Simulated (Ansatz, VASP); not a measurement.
**K19Mg19Cr2Cl63 (liquid Cl61.2Cr1.9K18.4Mg18.4 at 1073 K): VASP beside Ansatz**

Wanted: the spread between two codes on one cell, functional and k mesh. The cell is taken from a series of runs on this material, whose earlier steps may have relaxed or scaled it; both programs get it as it stands.

Main program and level: Ansatz 0.2.0; plane waves, with VASP 6.6.1 beside it; single point at PBE.

**1. Starting point**

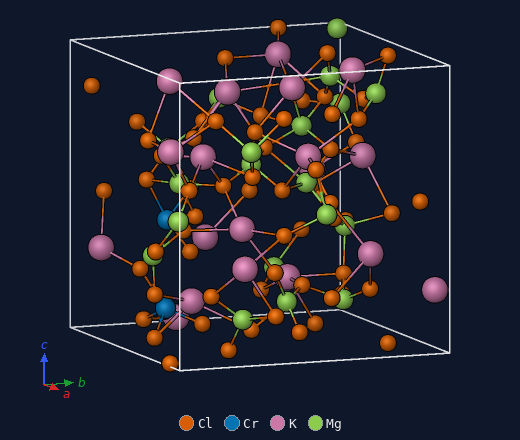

Start, viewed slightly off an axis; chlorine orange, chromium blue, potassium pink, magnesium green. Bonds to atoms that aren't drawn are left out. Some periodic images of atoms are drawn too.

The cell holds 103 atoms: 63 Cl, 2 Cr, 19 K and 19 Mg. Cell: a = 15.836 Å, b = 15.836 Å, c = 15.836 Å, α = 90.0°, β = 90.0°, γ = 90.0°. As first built, before any earlier steps moved the atoms: 103 atoms (63 Cl, 2 Cr, 19 K, 19 Mg) packed at random and pushed apart as soft spheres at 1.62 g/cm^3; MD (Langevin at fixed volume unless said) with the MACE-MP-0b2 small potential (Batatia et al., arXiv:2401.00096), steps of 2 fs: 1 ps at 1610 K, 1610 to 1073 K in 0.6 ps, 1 ps at 1073 K with a Berendsen barostat at zero pressure, 2 ps at 1073 K.

**2. Ansatz: single point, PBE**

Ansatz runs on its default PAW (the set named soft_2) files.

A single point gives forces, pressure and levels at one fixed geometry, so differences don't come from the geometry; what else differs is listed under the comparison.

input.yaml

```yaml
crystal:
  lattice:
    - [15.83551, 0.0, 0.0]
    - [0.0, 15.83551, 0.0]
    - [0.0, 0.0, 15.83551]
  atoms:
    - { symbol: Cl, position: [0.93652, 0.53037, 0.65683] }
    - { symbol: Cl, position: [0.38835, 0.65375, 0.86968] }
    - { symbol: Cl, position: [0.0699, 0.21929, 0.7121] }
    - { symbol: Cl, position: [0.55008, 0.19559, 0.40762] }
    - { symbol: Cl, position: [0.17006, 0.50501, 0.93129] }
    - { symbol: Cl, position: [0.69705, 0.30351, 0.0068] }
    - { symbol: Cl, position: [0.40514, 0.1481, 0.0156] }
    - { symbol: Cl, position: [0.37072, 0.56979, 0.64664] }
    - { symbol: Cl, position: [0.17429, 0.20068, 0.04218] }
    - { symbol: Cl, position: [0.03768, 0.84487, 0.74275] }
    - { symbol: Cl, position: [0.56031, 0.44355, 0.04847] }
    - { symbol: Cl, position: [0.69077, 0.83051, 0.18715] }
    - { symbol: Cl, position: [0.56117, 0.33919, 0.55601] }
    - { symbol: Cl, position: [0.96794, 0.39892, 0.84667] }
    - { symbol: Cl, position: [0.72395, 0.88318, 0.00049] }
    - { symbol: Cl, position: [0.9244, 0.59353, 0.20463] }
    - { symbol: Cl, position: [0.74368, 0.76669, 0.78985] }
    - { symbol: Cl, position: [0.29918, 0.77462, 0.4933] }
    - { symbol: Cl, position: [0.25585, 0.1792, 0.54153] }
    - { symbol: Cl, position: [0.79855, 0.11683, 0.58815] }
    - { symbol: Cl, position: [0.16202, 0.64122, 0.11653] }
    - { symbol: Cl, position: [0.79796, 0.19881, 0.21473] }
    - { symbol: Cl, position: [0.53745, 0.86777, 0.82263] }
    - { symbol: Cl, position: [0.06888, 0.63617, 0.44751] }
    - { symbol: Cl, position: [0.94308, 0.91362, 0.52383] }
    - { symbol: Cl, position: [0.48468, 0.76796, 0.64586] }
    - { symbol: Cl, position: [0.69657, 0.00538, 0.75451] }
    - { symbol: Cl, position: [0.85108, 0.19402, 0.83292] }
    - { symbol: Cl, position: [0.14911, 0.43193, 0.71331] }
    - { symbol: Cl, position: [0.20798, 0.97478, 0.61602] }
[... 67 atom lines left out ...]
    - { symbol: Mg, position: [0.02014, 0.98136, 0.98282] }
    - { symbol: Mg, position: [0.06448, 0.72862, 0.17498] }
    - { symbol: Mg, position: [0.433, 0.69856, 0.52592] }
    - { symbol: Mg, position: [0.61423, 0.05647, 0.33904] }
    - { symbol: Mg, position: [0.79308, 0.31684, 0.12719] }
    - { symbol: Mg, position: [0.14776, 0.9411, 0.74324] }
magnetization:
  spin_polarized: true
kpoints:
  mp_grid: { grid: [1, 1, 1] }
hamiltonian:
  xc: pbe
scf:
  occupations: { method: gaussian, width: 0.025 }
  lower_state_search: "off"
output:
  forces: true
```

Started as:

```console
$ ansatz run input.yaml --threads 16 --pin off --max-ram 31232MiB --backend cpu --events-out ev --progress --plain --runs-dir out
```

Numbers of over 12 decimals in the logs are rounded to 6 here.

The log of the run:

```text
Engine: ansatz 0.2.0, aarch64-unknown-linux-gnu
Pseudopotentials: kind: paw
Pseudopotential: Cl, paw, valence charge 7, recommended cutoff 420 eV (normal), Cl.paw.azcp
Pseudopotential: Cr, paw, valence charge 14, recommended cutoff 420 eV (normal), Cr.paw.azcp
Pseudopotential: K, paw, valence charge 9, recommended cutoff 420 eV (normal), K.paw.azcp
Pseudopotential: Mg, paw, valence charge 10, recommended cutoff 420 eV (normal), Mg.paw.azcp
Functional definition: PBE
  parameter kappa = 0.804
  parameter beta = 0.066725
  exchange = pbe_x(kappa = kappa, mu = beta*pi^2/3)
  correlation = pbe_c(beta = beta)
Crystal: 103 atoms, lattice volume = 3970.966 Å³
Basis set: ecut = 420 eV, 77605 PW (Γ), exchange–correlation on 216×216×216 points (8 copies of the dense FFT grid, shifted against one another)
Bands: 521, of which v1, the nominal top of the filled ones, is band 415 counted from 1 (414 counted from 0)
Symmetry: 1 space group operations
Space group: P1 (ITA 1), of the structure as read, at distance tolerance 1.6e-4 Å
Magnetic group: BNS 1.1 (UNI 1), of the structure as read, at distance tolerance 1.6e-4 Å
k-points: 1
Non-local potential: Cl, projectors of the file, l = 0: 2, l = 1: 2, l = 2: 2
Non-local potential: Cr, projectors of the file, l = 0: 3, l = 1: 2, l = 2: 3, l = 3: 1
Non-local potential: K, projectors of the file, l = 0: 3, l = 1: 2, l = 2: 2
Non-local potential: Mg, projectors of the file, l = 0: 3, l = 1: 2, l = 2: 1
PAW form: soft (Blöchl's): semilocal exchange-correlation on the pseudo side does not see the compensation charge
PAW one-centre angular grid: Cl, 110 points (default); XC on 64 Gauss nodes
PAW one-centre angular grid: Cr, 590 points (default); XC on 64 Gauss nodes
PAW one-centre angular grid: K, 110 points (default); XC on 64 Gauss nodes
PAW one-centre angular grid: Mg, 110 points (default); XC on 64 Gauss nodes
Initial density: superposition of atomic densities (chi_scale 0.1, normalization cell, long waves kept (reshape's long-wave potential 0.67 eV rms))
Starting moments: Σ|m| = 6 μB on 2 of 103 sites
Starting magnetic order: compensated ferrimagnet; no operation exchanges its spin sublattices
Initial wavefunctions: pseudopotential atomic-orbital guess
Functional: x = pbe(κ = 0.804, μ = 0.219515), c = pbe(β = 0.066725)
SCF iter   1: F=—  HF=-140738.248836 eV  |F-HF|=—  |Δ(HF+E_count)|=         —  Δρ=2.85e-2 (↑2.69e-2 ↓2.85e-2)  dr2=2.02e2  dr2_m=2.77e0  M=-0.473 μB ∫|m|=9.253 μB  β_m=0.30  ethr=3.10e-3  ⟨swp⟩=7.0  Hψ=4395  notcnv=0  defer=176
preconditioner: auto → none  [metal: Δε(μ)=0.017 eV  Ē_g=6.808 eV  σ=0.025 eV  W_gap=0.35  n_scr=618 (ndim 8)  ℏωp=12.0 eV  f_vac=0.189  D(μ)=57.68/eV (n_scr^D=256)  sad-step TF]
SCF iter   2: F=—  HF=-140724.250361 eV  |F-HF|=—  |Δ(HF+E_count)|=    1.40e1  Δρ=3.52e-2 (↑2.16e-2 ↓3.52e-2)  dr2=2.14e2  dr2_m=7.20e0  M=2.036 μB ∫|m|=3.780 μB  β_m=0.30  ethr=3.10e-3  ⟨swp⟩=3.0  Hψ=2029  notcnv=0  defer=194
preconditioner: auto → Resta (q_TF=auto, 2.102 Å⁻¹)  ε∞=4.1  [insulator: Δε(μ)=0.055 eV  Ē_g=6.604 eV  σ=0.025 eV  W_gap=0.88  n_scr=618 (ndim 8)  ℏωp=11.5 eV  f_vac=0.194  D(μ)=17.61/eV (n_scr^D=56)  ε∞_Penn≈4.1]
spin=Collinear: Resta preconditioning applied to the charge; magnetization (m = ρ↑ − ρ↓) channel mixes plain (no charge-response kernel on spin).
SCF iter   3: F=—  HF=-140714.891515 eV  |F-HF|=—  |Δ(HF+E_count)|=    9.36e0  Δρ=3.49e-2 (↑3.49e-2 ↓2.36e-2)  dr2=2.96e2  dr2_m=1.69e0  M=1.006 μB ∫|m|=5.922 μB  β_m=0.30  ethr=3.10e-3  ⟨swp⟩=3.0  Hψ=2221  notcnv=0  defer=198
SCF iter   4: F=—  HF=-140726.852810 eV  |F-HF|=—  |Δ(HF+E_count)|=    1.20e1  Δρ=5.74e-2 (↑2.40e-2 ↓5.74e-2)  dr2=4.90e2  dr2_m=1.12e1  M=0.512 μB ∫|m|=1.191 μB  β_m=0.30  ethr=3.10e-3  ⟨swp⟩=3.5  Hψ=2225  notcnv=0  defer=201
SCF iter   5: F=—  HF=-140701.202486 eV  |F-HF|=—  |Δ(HF+E_count)|=    2.57e1  Δρ=1.04e-2 (↑1.04e-2 ↓8.54e-3)  dr2=2.08e1  dr2_m=7.02e-1  M=0.017 μB ∫|m|=6.612 μB  β_m=0.30  ethr=3.10e-3  ⟨swp⟩=3.5  Hψ=2025  notcnv=0  defer=199
SCF iter   6: F=—  HF=-140699.392734 eV  |F-HF|=—  |Δ(HF+E_count)|=    1.81e0  Δρ=1.05e-2 (↑9.00e-3 ↓1.05e-2)  dr2=2.10e1  dr2_m=1.05e0  M=2.000 μB ∫|m|=6.678 μB  β_m=0.30  ethr=2.51e-3  ⟨swp⟩=2.5  Hψ=1231  notcnv=0  defer=195
SCF iter   7: F=—  HF=-140698.376255 eV  |F-HF|=—  |Δ(HF+E_count)|=    1.02e0  Δρ=2.08e-2 (↑7.44e-3 ↓2.08e-2)  dr2=4.61e1  dr2_m=3.92e0  M=-2.000 μB ∫|m|=8.472 μB  β_m=0.30  ethr=2.51e-3  ⟨swp⟩=3.0  Hψ=1851  notcnv=0  defer=195
SCF iter   8: F=—  HF=-140697.581521 eV  |F-HF|=—  |Δ(HF+E_count)|=   7.95e-1  Δρ=1.85e-2 (↑5.90e-3 ↓1.85e-2)  dr2=3.42e1  dr2_m=3.16e0  M=-1.918 μB ∫|m|=8.378 μB  β_m=0.30  ethr=2.51e-3  ⟨swp⟩=2.0  Hψ=1047  notcnv=0  defer=195
Mixer restart at iter 8: flushing history
[...]
k-point 0 ↓: bands = [... 411 lower, -0.0854, -0.0526, -0.0397, 0.0697, 0.1354, 0.5712, 2.1958, 2.3460, ... 102 higher]
```

**3. VASP: single point, PBE**

The same cell, functional, mesh and smearing now go to VASP, with its own data sets and cutoff.

Lines of VASP's logs that name or quote its potential files are left out, and so is its time.

INCAR

```
SYSTEM = K19Mg19Cr2Cl63
PREC = Accurate
ENCUT = 400
EDIFF = 1E-05
NELM = 200
ISMEAR = 0
SIGMA = 0.025
LREAL = Auto
ALGO = All
GGA = PE
NBANDS = 409
ISPIN = 2
MAGMOM = -0.07 -0 -0 -0 0.01 0.02 0.05 -0 0 -0 0.06 0 -0 -0.09 -0 0 -0 -0 -0.02 -0 -0 0 -0 -0 -0 0 -0 -0.01 -0.01 -0 0 -0 0 -0 0 0 -0.01 -0 0 -0 -0.22 0 -0.01 0 -0 -0.01 -0.01 0 0 -0 -0 -0 0 -0.05 0 0.02 -0.02 -0 -0 -0.02 -0 0 0 -2.7 3.07 -0 0 -0 -0 0 0 0 0 -0 0 0 -0 0 -0 -0 -0 -0 -0 0 -0 -0 -0 0 -0 -0 0 0 0 0 0 0 -0 0 -0 0 0 -0 -0
LASPH = .TRUE.
LMAXMIX = 4
LORBIT = 11
LWAVE = .FALSE.
LCHARG = .FALSE.
ISIF = 2
```

POSCAR

```
K19Mg19Cr2Cl63
1.0
   15.8355100000      0.0000000000      0.0000000000
    0.0000000000     15.8355100000      0.0000000000
    0.0000000000      0.0000000000     15.8355100000
Cl Cr K Mg
63 2 19 19
Direct
    0.9365200000      0.5303700000      0.6568300000
    0.3883500000      0.6537500000      0.8696800000
    0.0699000000      0.2192900000      0.7121000000
    0.5500800000      0.1955900000      0.4076200000
    0.1700600000      0.5050100000      0.9312900000
    0.6970500000      0.3035100000      0.0068000000
    0.4051400000      0.1481000000      0.0156000000
    0.3707200000      0.5697900000      0.6466400000
    0.1742900000      0.2006800000      0.0421800000
    0.0376800000      0.8448700000      0.7427500000
    0.5603100000      0.4435500000      0.0484700000
    0.6907700000      0.8305100000      0.1871500000
    0.5611700000      0.3391900000      0.5560100000
    0.9679400000      0.3989200000      0.8466700000
    0.7239500000      0.8831800000      0.0004900000
    0.9244000000      0.5935300000      0.2046300000
    0.7436800000      0.7666900000      0.7898500000
    0.2991800000      0.7746200000      0.4933000000
    0.2558500000      0.1792000000      0.5415300000
    0.7985500000      0.1168300000      0.5881500000
    0.1620200000      0.6412200000      0.1165300000
    0.7979600000      0.1988100000      0.2147300000
    0.5374500000      0.8677700000      0.8226300000
    0.0688800000      0.6361700000      0.4475100000
    0.9430800000      0.9136200000      0.5238300000
    0.4846800000      0.7679600000      0.6458600000
    0.6965700000      0.0053800000      0.7545100000
    0.8510800000      0.1940200000      0.8329200000
    0.1491100000      0.4319300000      0.7133100000
    0.2079800000      0.9747800000      0.6160200000
[... 67 atom lines left out ...]
    0.0201400000      0.9813600000      0.9828200000
    0.0644800000      0.7286200000      0.1749800000
    0.4330000000      0.6985600000      0.5259200000
    0.6142300000      0.0564700000      0.3390400000
    0.7930800000      0.3168400000      0.1271900000
    0.1477600000      0.9411000000      0.7432400000
```

KPOINTS

```
Automatic mesh
0
Gamma
1 1 1
0 0 0
```

The projector-augmented-wave data sets are Cl, Cr_pv, K_sv and Mg (PBE family, release 64).

Started as:

```console
$ export OMP_NUM_THREADS=5
$ mpirun -np 1 vasp_gam
```

The log of the run:

```text
[banner, memory and clock lines left out]
running    1 mpi-ranks, on    1 nodes
[...]
Offloading initialized ...    1 GPUs detected
[...]
LDA part: xc-table for (Slater+PW92), standard interpolation
 POSCAR, INCAR and KPOINTS ok, starting setup
[...]
entering main loop
       N       E                     dE             d eps       ncg     rms           ort
DAV:   1     0.620423687960E+04    0.62042E+04   -0.28807E+05   409   0.121E+03
DAV:   2     0.456898632268E+03   -0.57473E+04   -0.55754E+04   409   0.306E+02
DAV:   3    -0.350371206428E+03   -0.80727E+03   -0.80288E+03   409   0.111E+02
DAV:   4    -0.375753030646E+03   -0.25382E+02   -0.25291E+02   409   0.238E+01
DAV:   5    -0.377427825751E+03   -0.16748E+01   -0.16738E+01   409   0.449E+00
SDA:   6    -0.285109886001E+03    0.92318E+02   -0.16738E+01   409   0.381E+03   0.000E+00
 gam= 0.000 g(H,U,f)=  0.283E+03 0.982E+02 0.346E-04 ort(H,U,f) = 0.000E+00 0.000E+00 0.000E+00
 gam= 0.000 trial= 0.400  step=  0.1825 mean=  0.4000
[...]
gam= 8.052 trial= 0.102  step=  0.0291 mean=  0.1019
  continued last = 0.030  step=  0.0294 harm=  0.0295 4th-ord=  0.0294
  steps along line     -0.10185E-04   0.10185E-04   0.10185E+00   0.30179E-01
  energies along line   0.11145E-07  -0.11145E-07   0.83911E-04  -0.16135E-04
CGA: 104    -0.345500230628E+03   -0.16156E-04   -0.16146E-04   409   0.621E-03  -0.296E-04
 gam= 0.638 g(H,U,f)=  0.472E-04 0.371E-03 0.204E-03 ort(H,U,f) = 0.324E-03-0.113E-03-0.240E-03
 gam= 0.638 trial= 0.095  step=  0.0439 mean=  0.0946
CGA: 105    -0.345500243772E+03   -0.13145E-04   -0.13241E-04   409   0.198E-03   0.255E-05
 gam= 0.318 g(H,U,f)=  0.411E-04 0.116E-03 0.407E-04 ort(H,U,f) = 0.920E-04-0.101E-03 0.117E-04
 gam= 0.318 trial= 0.090  step=  0.0214 mean=  0.0895
  continued last = 0.027  step=  0.0229 harm=  0.0231 4th-ord=  0.0229
  steps along line     -0.89544E-05   0.89544E-05   0.89544E-01   0.26532E-01
  energies along line   0.17760E-08  -0.17760E-08   0.19381E-04  -0.22449E-05
CGA: 106    -0.345500246108E+03   -0.23353E-05   -0.23046E-05   409   0.128E-03  -0.209E-04
 gam= 0.649 g(H,U,f)=  0.388E-04 0.607E-04 0.287E-04 ort(H,U,f) = 0.584E-04-0.402E-04-0.391E-04
 gam= 0.649 trial= 0.083  step=  0.1100 mean=  0.0829
 final diagonalization occupied
   1 F= -.34550025E+03 E0= -.34549021E+03  d E =-.200760E-01  mag=     0.0296
```

From OUTCAR (step 3):

```text
  FREE ENERGIE OF THE ION-ELECTRON SYSTEM (eV)
  ---------------------------------------------------
  free  energy   TOTEN  =      -345.5002461077 eV

  energy  without entropy=     -345.4801701429  energy(sigma->0) =     -345.49020813

 magnetization (x)
# of ion       s       p       d       tot
------------------------------------------
    1       -0.001  -0.064   0.000  -0.065
    2       -0.000   0.000   0.000   0.000
    3       -0.000  -0.001   0.000  -0.001
    4       -0.000  -0.003   0.000  -0.003
    5        0.000   0.004   0.000   0.004
    6        0.001   0.020   0.000   0.020
    7        0.001   0.055   0.000   0.055
    8       -0.000  -0.000   0.000  -0.000
    9        0.000   0.011   0.000   0.011
   10       -0.000  -0.000   0.000  -0.000
   11        0.001   0.056   0.000   0.058
   12        0.000   0.000   0.000   0.000
   13       -0.000  -0.002   0.000  -0.002
[...]
--------------------------------------------------
tot         -0.007  -0.365   0.413   0.041
```

The run ends at a pressure of -1.04 GPa, with forces up to 2.3 eV/Å.

**4. Side by side**

Known differences besides the PAW data sets themselves: VASP starts from the moments at which Ansatz ended; the data sets hold 830 valence electrons in Ansatz (default PAW (the set named soft_2) files) and 674 in VASP; the cutoff is 420 eV in Ansatz and 400 eV in VASP (PREC = Accurate, projectors in real space); site moments are counted in spheres of each program's own size. Total energies have different zeros and are not compared.

Both answers:

```csv
quantity,Ansatz,VASP,difference
total moment (μB),0.04,0.03,+0.01
moment on Cr65 (μB),3.08,3.42,-0.35
moment on Cr64 (μB),-2.70,-3.00,+0.30
moment on Cl41 (μB),-0.22,-0.21,-0.01
moment on Cl14 (μB),-0.09,-0.09,0.00
moment on Cl1 (μB),-0.07,-0.07,0.00
moment on Cl11 (μB),0.07,0.06,+0.01
moment on Cl7 (μB),0.05,0.06,0.00
```

Forces on 10 of the 103 atoms, picked by the larger force of the two programs (eV/Å; atoms numbered as in POSCAR):

```csv
atom,"Ansatz x, y, z","VASP x, y, z"
Cl2,"0.205, -0.776, -1.366","0.208, -0.759, -1.366"
Cl7,"-1.161, 0.990, 1.077","-1.154, 0.979, 1.064"
Cl16,"0.949, 1.285, 0.267","0.947, 1.290, 0.260"
Cl42,"0.060, 1.355, -0.859","0.048, 1.355, -0.856"
Cl51,"0.843, -1.453, 0.760","0.831, -1.453, 0.765"
Cl62,"0.912, 0.388, -1.281","0.908, 0.387, -1.273"
Cr65,"0.897, 1.175, 1.436","0.889, 1.167, 1.437"
Mg92,"-0.273, -2.025, 0.258","-0.261, -2.019, 0.266"
Mg96,"-1.040, 1.869, -0.758","-1.038, 1.870, -0.753"
Mg98,"2.087, -0.676, -0.777","2.096, -0.672, -0.770"
```

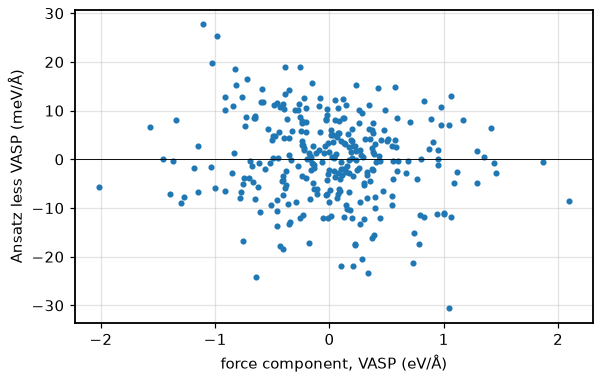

Difference of the force components against their size.

The forces differ by 8.9 meV/Å r.m.s., which is 1.5 % of the r.m.s. force of 0.59 eV/Å (both taken over all components).

**5. Summary of results**

```yaml
r_m_s_force_difference_single_point_pbe: 1.5 % of the r.m.s. force
```

What this shows: The r.m.s. force difference is 1.5 % of the r.m.s. force (single point, PBE), within the 3 % picked in this series as the mark of a large difference. Differences of this kind measure data sets and numerical settings, not the functional's error against experiment.

[Lines on the potential files, build, host, timing and source positions are cut from VASP's logs without a mark.]

[Logs are printed without paths, hosts, clocks, repeated set-up lines and the standing remarks that a program may print on its own settings, such as how far it seeks lower states.]

[Hosts, paths, dates, database ids (printed as entryN), source tags and the programs' standing remarks are cut or masked in the printed files.]
